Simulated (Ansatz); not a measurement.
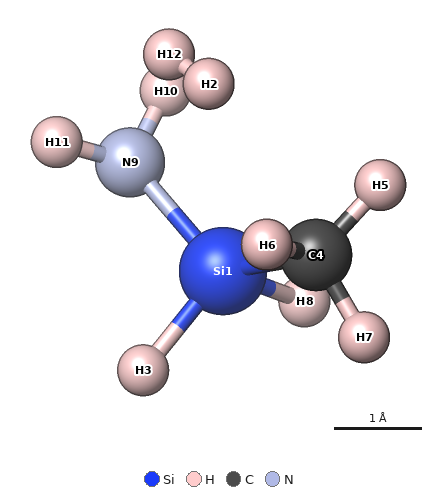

*The input geometry (ball-and-stick view, seen at an oblique angle; atoms are numbered from 1 in the order of the input).*

Bond lengths as drawn: C–H 1.09 to 1.10 Å, C–Si 1.89 Å, H–H 0.71 Å, H–N 1.01 Å, H–Si 1.49 Å and N–Si 1.78 Å.

## Geometry relaxation of CH₉NSi (part 1 of 2)

System: CH₉NSi.
Method: RKS PBE0/6-31G* (Ansatz 0.2.0).

It belongs to a series of runs on one base structure; here: end point B relaxed. Figures and captions count atoms from 1; the log counts them from 0 in places.

**Input**
```yaml
crystal:
  periodic: [false, false, false]
  atoms:
    - { symbol: Si, position_ang: [0.383765, -0.371884, -0.6625] }
    - { symbol: H, position_ang: [-0.201331, 0.31785, 1.862087] }
    - { symbol: H, position_ang: [1.640634, 0.167274, -1.256249] }
    - { symbol: C, position_ang: [-0.680276, 1.135656, -0.261139] }
    - { symbol: H, position_ang: [-1.651956, 0.890551, 0.178362] }
    - { symbol: H, position_ang: [-0.188161, 1.879522, 0.372905] }
    - { symbol: H, position_ang: [-0.871184, 1.613589, -1.232521] }
    - { symbol: H, position_ang: [-0.377382, -1.151937, -1.681539] }
    - { symbol: "N", position_ang: [0.952871, -1.58953, 0.5083] }
    - { symbol: H, position_ang: [0.281604, -2.210296, 0.940092] }
    - { symbol: H, position_ang: [1.664647, -1.316873, 1.170436] }
    - { symbol: H, position_ang: [0.10757, -0.253922, 2.142066] }
basis:
  gaussian: { orbitals: "6-31G*" }
hamiltonian:
  xc: pbe0
relax:
  f_tol: 0.03
  max_steps: 50
output:
  orbitals: {}
```

Launch command:
```bash
ansatz run input.yaml --threads 1 --pin off --max-ram 2048MiB --backend cpu --events-out ev --progress --plain --runs-dir out
```

**Log**
```
The last accepted step is kept in [file] (removed where the run ends without a failure and the disk answers)
Engine: ansatz 0.2.0, x86_64-unknown-linux-gnu
Functional definition: PBE0
  parameter a = 0.25
  parameter kappa = 0.804
  parameter beta = 0.06672455060314922
  exchange = (1 - a)*pbe_x(kappa = kappa, mu = beta*pi^2/3) + a*exact_x
  correlation = pbe_c(beta = beta)
809 factors; integrals over basis functions are off by at most 8.0e-4 eV
mean field evaluation 1: about -10536.6360 eV, gradient 5.8e1 eV
mean field evaluation 2: about -10532.0876 eV, gradient 7.1e1 eV
mean field evaluation 4: about -10543.6211 eV, gradient 2.9e0 eV
mean field evaluation 8: about -10543.6528 eV, gradient 4.1e-2 eV
mean field -10543.65281352 eV, -387.4720941524 hartree, gradient 5.7e-5 eV, S^2 0.000000; 0 other end points of the search recorded, 0 dependent functions left out
the calculation of the forces begins
reference -10543.65283574 eV, -387.4720949689 hartree; 18, 18 occupied and 49, 49 virtual orbitals, 809 factors
relax step   1: F+E_penalty+E_count = -10543.65281352 eV  Δ(F+E_penalty+E_count) = +0.000e0 eV  max|allowed force component| = 1.304e0 eV/Å  Δτ_max = 0.0000 Å  (23 SCF iters, accepted)
these checks for a lower state are left out or cut short: starts, cluster_reference, orbital_swaps, neighbouring_geometries, increment
809 factors; integrals over basis functions are off by at most 8.1e-4 eV
mean field evaluation 16: about -10543.8283 eV, gradient 2.0e0 eV
mean field -10543.85576460 eV, -387.4795524669 hartree, gradient 8.1e-5 eV, S^2 0.000000; 0 other end points of the search recorded, 0 dependent functions left out
[... from here on the field's lines of each further geometry are left out, up to the last ...]
relax step   2: F+E_penalty+E_count = -10543.85576460 eV  Δ(F+E_penalty+E_count) = -2.030e-1 eV  max|allowed force component| = 4.260e-1 eV/Å  Δτ_max = 0.1955 Å  (23 SCF iters, accepted)
relax step   3: F+E_penalty+E_count = -10543.95642847 eV  Δ(F+E_penalty+E_count) = -1.007e-1 eV  max|allowed force component| = 4.423e-1 eV/Å  Δτ_max = 0.1952 Å  (23 SCF iters, accepted)
relax step   4: F+E_penalty+E_count = -10544.03559851 eV  Δ(F+E_penalty+E_count) = -7.917e-2 eV  max|allowed force component| = 1.852e-1 eV/Å  Δτ_max = 0.2000 Å  (23 SCF iters, accepted)
relax step   5: F+E_penalty+E_count = -10544.07548940 eV  Δ(F+E_penalty+E_count) = -3.989e-2 eV  max|allowed force component| = 1.460e-1 eV/Å  Δτ_max = 0.2000 Å  (23 SCF iters, accepted)
relax step   6: F+E_penalty+E_count = -10544.09671843 eV  Δ(F+E_penalty+E_count) = -2.123e-2 eV  max|allowed force component| = 1.228e-1 eV/Å  Δτ_max = 0.2000 Å  (24 SCF iters, accepted)
relax step   7: F+E_penalty+E_count = -10544.10895643 eV  Δ(F+E_penalty+E_count) = -1.224e-2 eV  max|allowed force component| = 9.920e-2 eV/Å  Δτ_max = 0.2000 Å  (24 SCF iters, accepted)
relax step   8: F+E_penalty+E_count = -10544.11801538 eV  Δ(F+E_penalty+E_count) = -9.059e-3 eV  max|allowed force component| = 1.346e-1 eV/Å  Δτ_max = 0.2000 Å  (23 SCF iters, accepted)
relax step   9: F+E_penalty+E_count = -10544.12272464 eV  Δ(F+E_penalty+E_count) = -4.709e-3 eV  max|allowed force component| = 3.654e-2 eV/Å  Δτ_max = 0.1748 Å  (24 SCF iters, accepted)
relax step  10: F+E_penalty+E_count = -10544.12492540 eV  Δ(F+E_penalty+E_count) = -2.201e-3 eV  max|allowed force component| = 1.951e-2 eV/Å  Δτ_max = 0.1153 Å  (23 SCF iters, accepted)
relax step  11: F+E_penalty+E_count = -10544.12557400 eV  Δ(F+E_penalty+E_count) = -6.486e-4 eV  max|allowed force component| = 2.248e-2 eV/Å  Δτ_max = 0.0647 Å  (24 SCF iters, accepted)
relax step  12: F+E_penalty+E_count = -10544.12590620 eV  Δ(F+E_penalty+E_count) = -3.322e-4 eV  max|allowed force component| = 3.295e-2 eV/Å  Δτ_max = 0.0570 Å  (21 SCF iters, accepted)
relax step  13: F+E_penalty+E_count = -10544.12017169 eV  Δ(F+E_penalty+E_count) = +5.735e-3 eV  max|allowed force component| = 5.877e-1 eV/Å  Δτ_max = 0.1957 Å  (24 SCF iters, rejected (line search))
relax step  14: F+E_penalty+E_count = -10544.12602508 eV  Δ(F+E_penalty+E_count) = -1.189e-4 eV  max|allowed force component| = 3.046e-2 eV/Å  Δτ_max = 0.0647 Å  (23 SCF iters, accepted)
relax step  15: F+E_penalty+E_count = -10544.12624908 eV  Δ(F+E_penalty+E_count) = -2.240e-4 eV  max|allowed force component| = 1.363e-2 eV/Å  Δτ_max = 0.0290 Å  (21 SCF iters, accepted)
the calculation of the forces begins
reference -10544.12633068 eV, -387.4894955869 hartree; 18, 18 occupied and 49, 49 virtual orbitals, 809 factors
relax step  16: F+E_penalty+E_count = -10544.12630741 eV  Δ(F+E_penalty+E_count) = -5.834e-5 eV  max|allowed force component| = 2.043e-2 eV/Å  Δτ_max = 0.0315 Å  (21 SCF iters, accepted)
809 factors; integrals over basis functions are off by at most 8.1e-4 eV
mean field evaluation 96: about -10536.9648 eV, gradient 5.9e1 eV
```

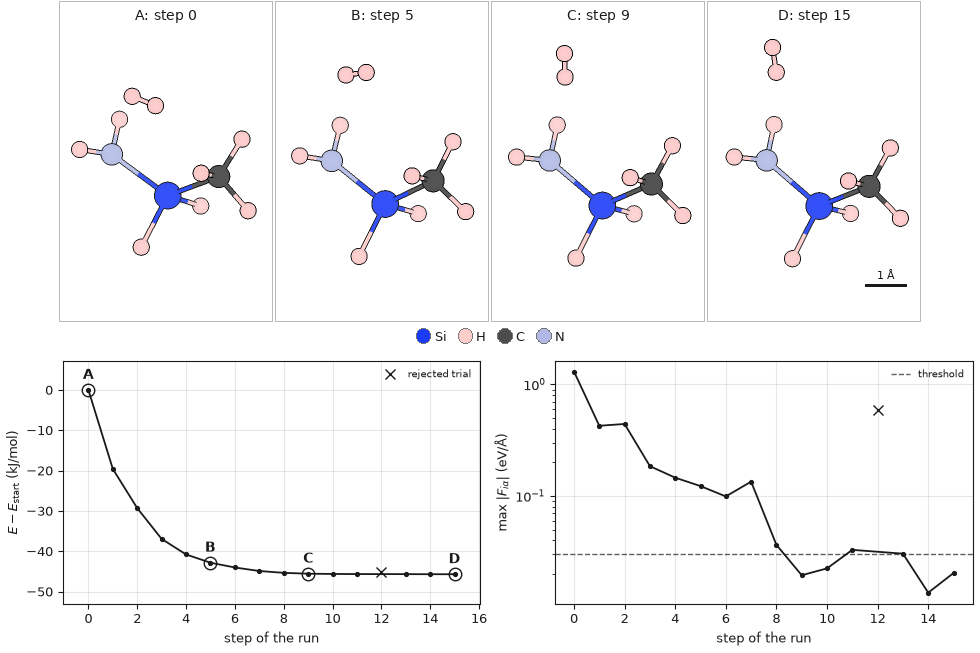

*Frames of the relaxation (ball-and-stick view, seen at a tilt) above the curves, on which the letters mark them (the first geometry is step 0 here and step 1 in the log).*

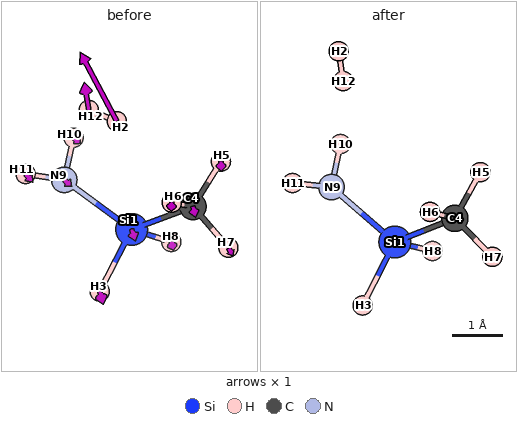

*Before (left) and after (right) the relaxation, at one scale (ball-and-stick view, seen at a tilt). The pink arrows give the displacements, at true length.*

The energy falls by 45.7 kJ/mol in 15 geometry steps. The largest force component goes from 1.3 to 0.02 eV/Å. The line search rejected the trial step at point 12 (counted from 0) and went back. The atom that moves furthest after the best rigid fit is H2 (1.65 Å). Largest moves by element: H 1.65 Å, Si 0.30 Å, C 0.27 Å, N 0.24 Å. Among the contacts that change: Si1–N9 1.783 → 1.734 Å, H2–H12 0.708 → 0.745 Å, Si1–C4 1.888 → 1.883 Å. Among the angles that change: C4–Si1–N9 125.8° → 117.2°, Si1–C4–H7 104.9° → 110.4°, H3–Si1–C4 105.7° → 108.5°. (Atoms are counted from 1 in the order of the input.)

```
mean field -10544.12630741 eV, -387.4894947320 hartree, gradient 8.7e-6 eV, S^2 0.000000; 1 other end points of the search recorded, 0 dependent functions left out
the calculation of the forces begins
reference -10544.12633068 eV, -387.4894955869 hartree; 18, 18 occupied and 49, 49 virtual orbitals, 809 factors
Total energy: -10544.12633068 eV, -387.4894955869 hartree
Atom 0 at     0.428814    -0.415933    -0.947327 Å, force    -0.005868    -0.001117     0.007413 eV/Å
Atom 1 at    -0.239422     0.094847     3.477206 Å, force     0.003990    -0.006029    -0.020432 eV/Å
Atom 2 at     1.696372     0.039686    -1.589079 Å, force    -0.002861    -0.000641    -0.002638 eV/Å
Atom 3 at    -0.620805     1.098358    -0.558798 Å, force     0.003595     0.002649    -0.003901 eV/Å
Atom 4 at    -1.572708     0.819578    -0.092719 Å, force     0.000179    -0.001459    -0.000391 eV/Å
Atom 5 at    -0.102660     1.783419     0.121740 Å, force     0.000991    -0.000086     0.001308 eV/Å
Atom 6 at    -0.849119     1.650673    -1.478829 Å, force    -0.002046     0.001267     0.000510 eV/Å
Atom 7 at    -0.333601    -1.281864    -1.893615 Å, force     0.003351    -0.000940    -0.000786 eV/Å
Atom 8 at     0.892876    -1.421589     0.386704 Å, force     0.005874    -0.001203     0.000804 eV/Å
Atom 9 at     0.218001    -2.011663     0.852392 Å, force    -0.001922     0.002628    -0.003097 eV/Å
Atom 10 at     1.622059    -1.129456     1.021812 Å, force    -0.000903    -0.000557     0.000932 eV/Å
Atom 11 at    -0.079005    -0.116055     2.780814 Å, force    -0.004380     0.005488     0.020279 eV/Å
Dipole moment:    -0.085228     0.069962     0.292411 e Å
```

**Trajectory as extended XYZ (Å, eV, eV/Å), 16 frames, from step=1 to step=16**
```
12
Properties=species:S:1:pos:R:3:forces:R:3 step=1 energy=-10543.65281
Si    0.3838   -0.3719   -0.6625    0.5695  -0.8824   0.1366
H    -0.2013    0.3179    1.8621   -0.7394   1.3038   0.0382
H     1.6406    0.1673   -1.2562    0.0052   0.0012  -0.0267
C    -0.6803    1.1357   -0.2611   -0.0285  -0.0030  -0.0424
H    -1.6520    0.8906    0.1784   -0.0253  -0.0034   0.0120
H    -0.1882    1.8795    0.3729    0.0157  -0.0069   0.0023
H    -0.8712    1.6136   -1.2325   -0.0135  -0.0098   0.0183
H    -0.3774   -1.1519   -1.6815   -0.0016   0.0059   0.0190
N     0.9529   -1.5895    0.5083   -0.2639   0.5063  -1.0572
H     0.2816   -2.2103    0.9401   -0.0139   0.0048   0.0116
H     1.6646   -1.3169    1.1704    0.0480  -0.0124   0.0369
H     0.1076   -0.2539    2.1421    0.4476  -0.9042   0.8515
12
Properties=species:S:1:pos:R:3:forces:R:3 step=2 energy=-10543.85577
Si    0.4042   -0.3915   -0.7043    0.2041  -0.3997   0.2115
H    -0.2585    0.4036    2.0283   -0.0958   0.1346   0.3456
H     1.6579    0.1636   -1.2839    0.0265  -0.0134  -0.0916
C    -0.6677    1.1137   -0.2734    0.0109  -0.0214  -0.0509
H    -1.6387    0.8718    0.1725    0.0280  -0.0676  -0.0095
H    -0.1769    1.8574    0.3638    0.0515  -0.0581  -0.0130
H    -0.8702    1.6049   -1.2356   -0.0117  -0.0032  -0.0036
H    -0.3781   -1.1648   -1.7071    0.0130  -0.0099  -0.0810
N     0.9639   -1.6031    0.4506   -0.1970   0.4037  -0.4260
H     0.2821   -2.2035    0.8986    0.0027   0.0143  -0.0479
H     1.6664   -1.3234    1.1237    0.0139  -0.0203  -0.0328
H     0.0765   -0.2188    2.2473   -0.0461   0.0411   0.1992
12
Properties=species:S:1:pos:R:3:forces:R:3 step=3 energy=-10543.95643
Si    0.4161   -0.4023   -0.7482    0.0156  -0.0992   0.1821
H    -0.2919    0.4409    2.2169    0.1659  -0.3375   0.3180
H     1.6682    0.1546   -1.3280    0.0374  -0.0194  -0.1038
C    -0.6572    1.0993   -0.2993    0.0320  -0.0400  -0.0434
H    -1.6227    0.8505    0.1565    0.0529  -0.0766  -0.0165
H    -0.1606    1.8365    0.3419    0.0512  -0.0803  -0.0111
H    -0.8732    1.6022   -1.2527   -0.0109  -0.0010   0.0079
H    -0.3707   -1.1734   -1.7475    0.0152  -0.0260  -0.1047
N     0.9614   -1.5945    0.4143   -0.1205   0.2372  -0.0727
H     0.2733   -2.1838    0.8698    0.0281   0.0289  -0.0845
H     1.6593   -1.3092    1.0920   -0.0138  -0.0283  -0.0814
H     0.0588   -0.2110    2.3646   -0.2530   0.4423   0.0100
12
Properties=species:S:1:pos:R:3:forces:R:3 step=4 energy=-10544.03560
Si    0.4244   -0.4099   -0.7986    0.0699  -0.0842   0.0068
H    -0.3530    0.4995    2.3981   -0.0101   0.0000   0.1497
H     1.6731    0.1323   -1.4075    0.0135  -0.0141  -0.0220
C    -0.6391    1.0797   -0.3178    0.0278  -0.0695  -0.0220
H    -1.5809    0.7946    0.1671    0.0477   0.0101  -0.0406
H    -0.1144    1.7834    0.3393   -0.0195  -0.0356  -0.0430
H    -0.8895    1.6120   -1.2478    0.0030  -0.0160   0.0931
H    -0.3503   -1.1776   -1.8151   -0.0007  -0.0250  -0.0122
N     0.9573   -1.5807    0.3831   -0.1056   0.1852  -0.0580
H     0.2698   -2.1747    0.8318    0.0453   0.0359  -0.0414
H     1.6646   -1.3007    1.0523   -0.0403  -0.0305  -0.0496
H    -0.0011   -0.1478    2.4954   -0.0309   0.0436   0.0391
12
Properties=species:S:1:pos:R:3:forces:R:3 step=5 energy=-10544.07549
Si    0.4386   -0.4169   -0.8635    0.0006  -0.0435   0.1359
H    -0.3947    0.5250    2.5920    0.0251  -0.0572   0.0998
H     1.6901    0.1154   -1.4778   -0.0142  -0.0194  -0.0169
C    -0.6178    1.0544   -0.3394   -0.0750   0.1062  -0.1460
H    -1.5467    0.7550    0.1644    0.0953  -0.0084  -0.0545
H    -0.0816    1.7475    0.3211   -0.0152  -0.0672  -0.0436
H    -0.8988    1.6110   -1.2478    0.0055  -0.0169   0.1312
H    -0.3408   -1.1942   -1.8708    0.0210  -0.0049  -0.0029
N     0.9427   -1.5493    0.3575    0.0096   0.0089  -0.0007
H     0.2527   -2.1420    0.8032    0.0531   0.0486  -0.0461
H     1.6514   -1.2694    1.0251   -0.0569  -0.0285  -0.0639
H    -0.0343   -0.1265    2.6163   -0.0492   0.0823   0.0076
```
